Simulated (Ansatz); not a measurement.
The reference is SiC in the wurtzite structure (space group P6_3mc, No. 186; a = 3.092 Å, c = 5.074 Å).

Structures relaxed with Kohn–Sham DFT with the PBE functional, run in Ansatz (an electronic-structure program) with PAW and 420 eV plane waves, no SOC.

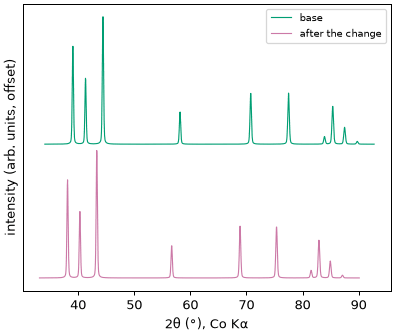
Simulated powder patterns before (top) and after one change

### Question
What was done to the base?
A) isotropic strain +3.00 %
B) isotropic strain +0.60 %
C) isotropic strain +2.40 %
D) isotropic strain +1.20 %

### Answer
C, isotropic strain +2.40 %. Its volume per atom is 11.28 Å³ against 10.50 Å³, and its space group is P6_3mc (No. 186).

Stability against distortions was not tested.
